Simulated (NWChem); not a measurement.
**CH3O (hydroxymethyl radical) at UHF/pcseg-1**

What is the vertical ionisation energy of CH3O (hydroxymethyl radical) at UHF/pcseg-1? 

The calculation is run with NWChem 7.3.0.

## Step 1: Starting point

CH3O has 5 atoms, charge 0, and is taken as a doublet. SMILES: `[CH2]O`. Geometry: relaxed at PBE0-D4/def2-TZVP. This is one conformer, not always the lowest.

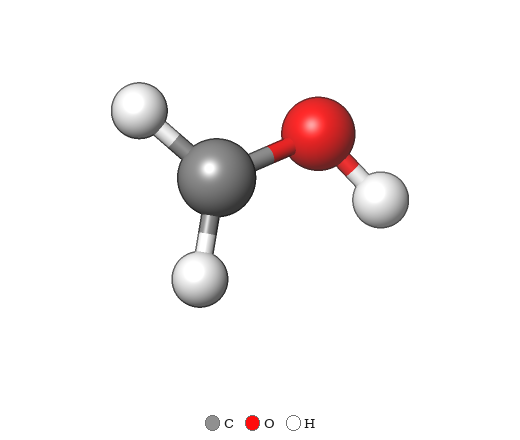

The structure, seen from a chosen angle (carbon grey, oxygen red, hydrogen white).

## Step 2: The energy at UHF/pcseg-1

Input file ch3o.nw:

```
start ch3o
memory 2200 mb
geometry units atomic noautosym nocenter noautoz
  C  -0.61831839 -0.59261811  0.03817247
  O   0.50909222  1.70207632  0.22714508
  H  -2.59875137 -0.50361201 -0.44635331
  H   0.51835188 -2.22912094 -0.43463701
  H   2.28373402  1.48400193  0.53743811
end
basis spherical bse
  * library pcseg-1
end
scf
  doublet
  uhf
  thresh 1e-08
  maxiter 80
  noprint "final vectors analysis"
end
task scf energy
```

Started as:

```sh
$ nwchem ch3o.nw > ch3o.out
```

Output, shortened:

```text
[...]
  functions       =    43
[...]
  wavefunction    = UHF
[...]
         Total SCF energy =   -114.384985414419
      One electron energy =   -226.255572802027
      Two electron energy =     76.426138847312
 Nuclear repulsion energy =     35.444448540295
                       Sz =      0.5000
                 Sz(Sz+1) =      0.7500
                      S^2 =      0.7600
[...]
```

Run time: 2.1 s. Hardware: 1 thread of Intel Xeon Platinum 8488C (Sapphire Rapids), shared host; peak memory 0.098 GiB.

## Step 3: The singlet cation at the same level

Input file ch3o.nw:

```
START ch3o
TITLE "CH3O"
memory total 2200 mb
charge 1

GEOMETRY units angstroms noautosym nocenter noautoz
C       -0.327200      -0.313600       0.020200
O        0.269400       0.900700       0.120200
H       -1.375200      -0.266500      -0.236200
H        0.274300      -1.179600      -0.230000
H        1.208500       0.785300       0.284400
END

BASIS spherical bse
* library pcseg-1
END

SCF
thresh 1e-08
maxiter 80
print low
END

TASK scf
```

Started as:

```sh
$ nwchem ch3o.nw > ch3o.out
```

Output, shortened:

```text
[...]
  functions       =    43
[...]
  wavefunction    = RHF
[...]
         Total SCF energy =   -114.101605796611
      One-electron energy =   -220.315444443802
      Two-electron energy =     70.769387553915
 Nuclear repulsion energy =     35.444451093276
        Time for solution =      1.3s
 Task  times  cpu:        1.4s     wall:        1.4s
[...]
```

It took 1.9 s on 1 thread of Intel Xeon Platinum 8488C (Sapphire Rapids), shared host; peak memory 0.099 GiB.

## Step 4: Results

Level: UHF/pcseg-1.

| quantity | value |
| --- | --- |
| doublet CH3O: total energy | -114.38499 Eh |
| doublet CH3O: dipole moment | 1.74 D |
| doublet CH3O: ⟨S²⟩ | 0.760 |
| singlet cation: total energy | -114.10161 Eh |
| vertical ionisation energy (to the singlet cation) | 7.711 eV |

In words: The vertical ionisation energy comes to 7.71 eV (178 kcal/mol). Only the singlet of the ionised species was computed; a triplet could lie lower. Mulliken charges (doublet CH3O) run from -0.49 on O2 to +0.25 on H5.
